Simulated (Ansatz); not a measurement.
# Hg4H: the cost of one run

Method: DFT PBE, scalar-relativistic, plane waves, PAW, in Ansatz 0.2.0.

**1. The structure to begin with**

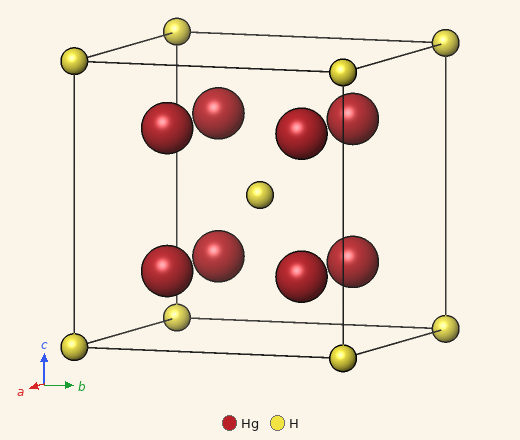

Start, viewed slightly off an axis; mercury red, hydrogen yellow. Atoms on the faces are drawn again on the opposite ones. The cell drawn here is the conventional one, which holds 2 of the cells typed in the input.

Coordinates:

```cif
data_structure
_symmetry_space_group_name_H-M 'Im-3m'
_symmetry_Int_Tables_number 229
_cell_length_a 6.1595
_cell_length_b 6.1595
_cell_length_c 6.1595
_cell_angle_alpha 90.000
_cell_angle_beta 90.000
_cell_angle_gamma 90.000
_cell_volume 233.68
loop_
_atom_site_label
_atom_site_type_symbol
_atom_site_symmetry_multiplicity
_atom_site_Wyckoff_symbol
_atom_site_fract_x
_atom_site_fract_y
_atom_site_fract_z
_atom_site_occupancy
Hg1 Hg 8 c 0.25000 0.25000 0.75000 1
H1 H 2 a 0.00000 0.00000 0.00000 1
```

The cell is invented: species swapped into a database cell of Hg4Pt (Im-3m, No. 229), with H on the Pt sites. The dimensions are guesses.

**2. The guess as it stands, on a coarse mesh**

File input.yaml:

```yaml
crystal:
  lattice:
    - [-3.07973041, 3.07973041, 3.07973041]
    - [3.07973041, -3.07973041, 3.07973041]
    - [3.07973041, 3.07973041, -3.07973041]
  atoms:
    - { symbol: Hg, position: [0.0, 0.0, 0.5] }
    - { symbol: Hg, position: [0.5, 0.0, 0.0] }
    - { symbol: Hg, position: [0.0, 0.5, 0.0] }
    - { symbol: Hg, position: [0.5, 0.5, 0.5] }
    - { symbol: H, position: [0.0, 0.0, 0.0] }
basis:
  ecutwfc: 420
kpoints:
  mp_grid: { grid: [4, 4, 4] }
hamiltonian:
  xc: pbe
scf:
  occupations: { method: gaussian, width: 0.1 }
  lower_state_search: "off"
output:
  forces: true
  stress: true
  eigenvalues: true
```

Command:

```console
ansatz run input.yaml --threads 1 --pin off --max-ram 2048MiB --backend cpu --events-out ev --progress --plain --runs-dir out
```

Q: Estimate wall time and peak memory on 1 thread of Intel Xeon Platinum 8488C (Sapphire Rapids), shared host.

About 1.7 s, with a peak of 0.47 GiB.
